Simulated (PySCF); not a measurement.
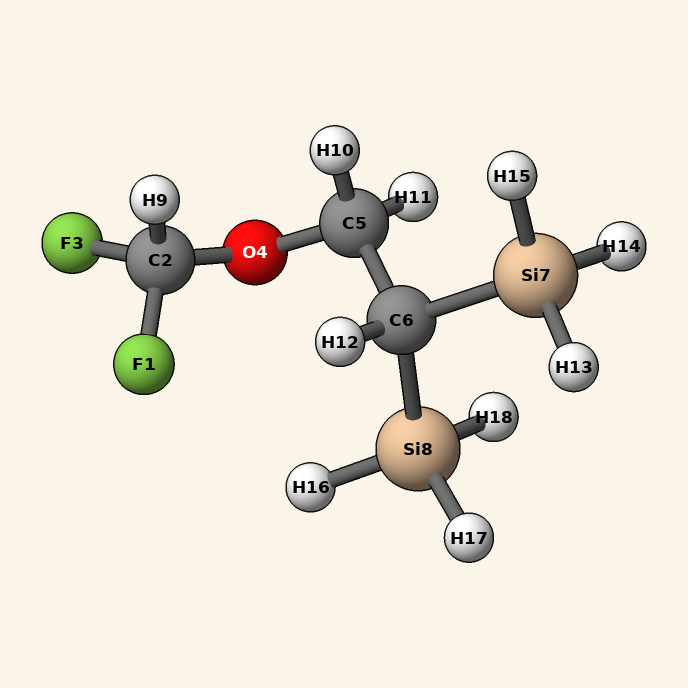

The geometry was computed by an optimisation with GFN2-xTB. No frequency run is at hand to confirm it as a minimum. Method: GIAO PBE0/pcSseg-1 NMR shielding, non-relativistic, gas phase (PySCF 2.14.0). Principal shieldings σ11 ≤ σ22 ≤ σ33, span Ω = σ33 − σ11, skew κ = 3(σiso − σ22)/Ω.

> Which C atom has the most anisotropic shielding?

C5, with a span of 83 ppm.

Give the shielding tensors of the C atoms.

```
atom    σ11    σ22    σ33   σiso     Ω      κ
  C2   39.3   59.4   77.2   58.6  37.8  −0.06
  C5   75.0  102.3  158.2  111.8  83.2   0.34
  C6  162.9  176.8  193.8  177.8  30.9   0.10
```

Shieldings and span in ppm.

The geometry is semi-empirical. Around Si such bond lengths and angles can be off by a tenth of an ångström or more and by several degrees, and values that hang on the shape move with them.
